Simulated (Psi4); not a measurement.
# One shape, several levels: CHCl2F (SMILES FC(Cl)Cl)

We compute a comparison of 3 runs (HF/3-21G, B3LYP/6-31G*, HSE06/def2-SVPD) of CHCl2F. 

The results are computed with Psi4 1.11.

2 further runs of the same task are left out: 2 set aside as unsound or not needed.

**1. The molecule**

CHCl2F: 5 atoms, total charge 0, spin state singlet. SMILES: `FC(Cl)Cl`. The F1–C2 distance was set to 2.011 Å, away from the relaxed value. At this shape a bond of the SMILES string is far longer than usual.

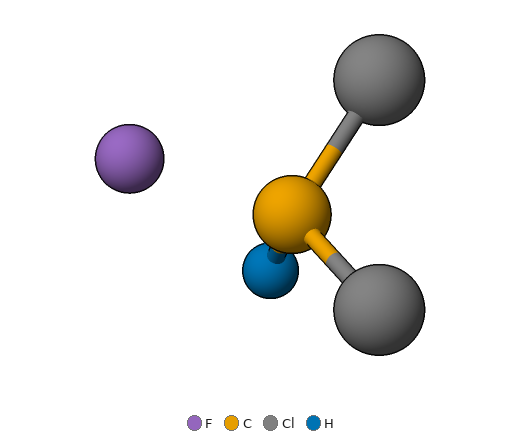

The structure, seen from a chosen angle (fluorine purple, carbon amber, chlorine grey, hydrogen blue).

**2. Energy and gradient at HF/3-21G (run 1)**

File input.in:

```
memory 1.6 GB

molecule molecule1 {
  0 1
  F     -1.68018573     0.28166557     3.45873360
  C      0.01209425     0.18783878     0.05801459
  Cl     2.75881117    -1.67580913     0.23980625
  Cl    -2.11724915    -0.99248416    -2.20549936
  H      0.55671332     2.09079298    -0.49605311
  units bohr
  symmetry c1
  no_reorient
  no_com
}

set basis 3-21G
set puream true
set e_convergence 1e-09
set d_convergence 1e-08
set scf_type pk

result, w = gradient("scf", return_wfn=True)
```

The run is started by

```
$ psi4 input.in input.out -n 1
```

input.out:

```text
[...]
  Running in c1 symmetry.
[...]
  Nuclear repulsion =  193.149095605639644
[...]
  Multiplicity = 1
[...]
  Nalpha       = 25
  Nbeta        = 25
[...]
    Number of basis functions: 46
[...]
   @RHF iter   1: -1051.35081164084022   -5.50952e-01   1.24787e-02 DIIS/ADIIS
[...]
   @RHF iter  13: -1051.56111240759265   -9.09495e-13   4.01661e-09 DIIS
[...]
    Orbital Energies [Eh]
    ---------------------
    Doubly Occupied:
       1A   -104.165714     2A   -104.165459     3A    -26.119002
       4A    -11.441146     5A    -10.563272     6A    -10.562403
       7A     -8.026634     8A     -8.026576     9A     -8.021447
      10A     -8.021354    11A     -8.021307    12A     -8.021234
      13A     -1.450097    14A     -1.258267    15A     -1.152209
      16A     -0.911135    17A     -0.694255    18A     -0.631702
      19A     -0.601026    20A     -0.565107    21A     -0.563930
      22A     -0.510623    23A     -0.509293    24A     -0.490244
      25A     -0.460219
[...]
  @RHF Final Energy: -1051.56111240759265
   => Energetics <=
    Nuclear Repulsion Energy =            193.1490956056396442
    One-Electron Energy =               -1839.5131105016077981
    Two-Electron Energy =                 594.8029024883755937
    Total Energy =                      -1051.5611124075926455
[...]
  -Total Gradient:
     Atom            X                  Y                   Z
    ------   -----------------  -----------------  -----------------
       1       -0.054531610624     0.002162650246     0.109343599615
       2        0.033265476481    -0.028805273524    -0.074386960922
       3       -0.014665792473     0.012568006354    -0.015213820017
       4        0.023181171165     0.007258168838     0.003765248720
       5        0.012750755466     0.006816448087    -0.023508067398
[...]
```

Run time: 1.3 s. Hardware: 1 thread of AMD EPYC 9R45 (Zen 5), shared host; peak memory 0.19 GiB.

**3. The energy at B3LYP/6-31G(d) (spherical functions) (run 2)**

File run.py:

```python
import psi4

psi4.set_memory(1600000000)
psi4.set_num_threads(1)
psi4.core.set_output_file('chcl2f.out', False)

mol = psi4.geometry("""
F     -1.68018573     0.28166557     3.45873360
C      0.01209425     0.18783878     0.05801459
Cl     2.75881117    -1.67580913     0.23980625
Cl    -2.11724915    -0.99248416    -2.20549936
H      0.55671332     2.09079298    -0.49605311
units au
symmetry c1
no_reorient
no_com
""")

psi4.set_options({
    'basis': '6-31G*',
    'puream': True,
    'e_convergence': 1e-09,
    'd_convergence': 1e-08,
    'scf_type': 'pk',
    'dft_radial_points': 99,
    'dft_spherical_points': 590,
})

energy_value, wavefunction = psi4.energy('b3lyp', return_wfn=True)
psi4.oeprop(wavefunction, 'LOWDIN_CHARGES', 'MAYER_INDICES', 'MULLIKEN_CHARGES')
print(f'total energy {energy_value:.8f} hartree = {energy_value * 27.211386:.5f} eV')
```

The run is started by

```
$ python run.py
```

chcl2f.out:

```text
[...]
  Running in c1 symmetry.
[...]
  Nuclear repulsion =  193.149095605639644
[...]
  Multiplicity = 1
[...]
  Nalpha       = 25
  Nbeta        = 25
[...]
    Number of basis functions: 66
[...]
   @RKS iter   1: -1058.69657949770476   -3.35737e-01   7.73957e-03 DIIS/ADIIS
[...]
   @RKS iter  12: -1058.81471728458041   -1.13687e-12   3.91752e-09 DIIS
[...]
  @RKS Final Energy: -1058.81471728458041
   => Energetics <=
    Nuclear Repulsion Energy =            193.1490956056396442
    One-Electron Energy =               -1846.3250198734435799
    Two-Electron Energy =                 652.9129323905385718
    DFT Exchange-Correlation Energy =     -58.5517254073149260
    Empirical Dispersion Energy =           0.0000000000000000
    VV10 Nonlocal Energy =                  0.0000000000000000
    Total Energy =                      -1058.8147172845804107
[...]
 Multipole Moments:
 ------------------------------------------------------------------------------------
     Multipole            Electronic (a.u.)      Nuclear  (a.u.)        Total (a.u.)
 ------------------------------------------------------------------------------------
 L = 1.  Multiply by 2.5417464519 to convert [e a0] to [Debye]
 Dipole X            :          4.1797007           -3.5858384            0.5938623
 Dipole Y            :         39.8503086          -39.6081701            0.2421385
 Dipole Z            :          1.3196276           -2.4361460           -1.1165185
 Magnitude           :                                                    1.2876013
[...]
```

On the terminal:

```text
total energy -1058.81471728 hartree = -28811.81597 eV
```

Wall time 5.7 s (1 thread of AMD EPYC 9R45 (Zen 5), shared host); peak memory 0.68 GiB.

**4. Energy and forces at HSE06/def2-SVPD (run 3)**

File input.in:

```
memory 1.6 GB

molecule molecule1 {
  0 1
  F
  C 1 2.0107
  Cl 2 1.759121 1 109.44471
  Cl 2 1.759127 3 111.55786 1 -121.26938
  H 2 1.087692 3 108.35119 4 -119.19442
  symmetry c1
  no_reorient
  no_com
}

set {
  basis def2-SVPD
  puream true
  e_convergence 1e-09
  d_convergence 1e-08
  scf_type pk
  dft_radial_points 99
  dft_spherical_points 590
}

E, wfn = gradient('hse06', return_wfn=True)
oeprop(wfn, 'WIBERG_LOWDIN_INDICES', 'LOWDIN_CHARGES', 'MAYER_INDICES', title='HSE06')
print_variables()
```

The run is started by

```
$ psi4 -n 1 input.in input.out
```

input.out:

```text
[...]
  Running in c1 symmetry.
[...]
  Nuclear repulsion =  193.149100758174086
[...]
  Multiplicity = 1
[...]
  Nalpha       = 25
  Nbeta        = 25
[...]
    Number of basis functions: 105
[...]
   @RKS iter   1: -1057.95201642421239   -2.65510e-01   4.91507e-03 ADIIS/DIIS
[...]
   @RKS iter  12: -1058.07373034680677   -5.45697e-12   4.06778e-09 DIIS
[...]
  @RKS Final Energy: -1058.07373034680677
   => Energetics <=
    Nuclear Repulsion Energy =            193.1491007581740860
    One-Electron Energy =               -1844.7854904927610278
    Two-Electron Energy =                 648.8280298689921892
    DFT Exchange-Correlation Energy =     -55.2653704812120168
    Empirical Dispersion Energy =           0.0000000000000000
    VV10 Nonlocal Energy =                  0.0000000000000000
    Total Energy =                      -1058.0737303468067694
[...]
  -Total Gradient:
     Atom            X                  Y                   Z
    ------   -----------------  -----------------  -----------------
       1        0.000939977000    -0.000515370038    -0.083407749432
       2       -0.029648594059     0.016253852712     0.018845174763
       3        0.000790163989    -0.020992745071     0.022149270780
       4        0.018127834635     0.010625563143     0.022150102035
       5        0.009787667903    -0.005369683989     0.020273886707
[...]
```

It took 26 s on 1 thread of AMD EPYC 9R45 (Zen 5), shared host; peak memory 0.75 GiB.

**5. Overview of the runs**

```
run                               level      task         integration grid   energy (Eh)  dipole moment (D)  HOMO energy (eV)  LUMO energy (eV)  wall time
  1                            HF/3-21G  gradient                        –  -1051.561112               3.18            -12.52              0.83      1.3 s
  2  B3LYP/6-31G* (spherical functions)    energy  99 radial × 590 angular  -1058.814717               3.27             -8.78             -3.59      5.7 s
  3                     HSE06/def2-SVPD  gradient  99 radial × 590 angular  -1058.073730               3.85             -9.44             -4.37       26 s
```

**6. Outcome**

```
                       quantity           value
            run 3: total energy  -1058.07373 Eh
           run 3: dipole moment          3.85 D
             run 3: HOMO energy        -9.44 eV
             run 3: LUMO energy        -4.37 eV
           run 3: HOMO–LUMO gap         5.07 eV
run 3: largest force on an atom      4.289 eV/Å
```

In words: The dipole moment (its size) runs from 3.18 D (HF/3-21G) to 3.85 D (HSE06/def2-SVPD). The two ends differ in method and basis. The HOMO–LUMO gap runs from 5.07 eV (HSE06/def2-SVPD) to 13.35 eV (HF/3-21G). Totals of different functionals can't be ranked against each other. All runs together took 33 s, the longest 26 s.
